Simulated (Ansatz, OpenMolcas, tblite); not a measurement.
**CH3Cl3Si (methyltrichlorosilane): the HOMO–LUMO gap, rung by rung**

The species is CH3Cl3Si (8 atoms), meant as a singlet with charge 0. SMILES: `C[Si](Cl)(Cl)Cl`. Geometry: relaxed at PBE0-D4/def2-TZVP.

```xyz
8

C    -0.7289   -0.2796    0.6861
Si    0.5689    0.1979   -0.5287
Cl    2.3604   -0.6400   -0.0336
Cl    0.0659   -0.4295   -2.4022
Cl    0.8012    2.2230   -0.5738
H    -0.8445   -1.3652    0.7008
H    -0.4483    0.0611    1.6848
H    -1.6826    0.1752    0.4108
```

Quantity: the HOMO–LUMO gap, in eV. The values are calculated.

```
         level                    kind     program  value (eV)
     IPEA1-xTB          semi-empirical      tblite        7.38
    HF/cc-pVDZ            Hartree–Fock      Ansatz       16.90
 SVWN5/cc-pVDZ                     LDA      Ansatz        6.92
   PBE/cc-pVDZ                     GGA      Ansatz        7.05
 M06-L/cc-pVDZ                meta-GGA  OpenMolcas        7.83
  PBE0/cc-pVDZ           global hybrid      Ansatz        9.51
 HSE06/cc-pVDZ  range-separated hybrid      Ansatz        8.72
 wB97X/cc-pVDZ  range-separated hybrid      Ansatz       14.18
B2PLYP/cc-pVDZ           double hybrid  OpenMolcas       12.22
```

The values span 6.92 to 16.90 eV. Orbital gaps aren't excitation energies, and those of double hybrids come from the SCF part alone; they tend to grow with the share of exact exchange.

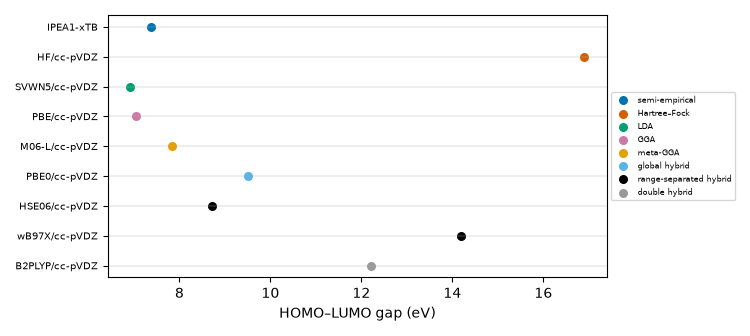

The values of the table, level by level.
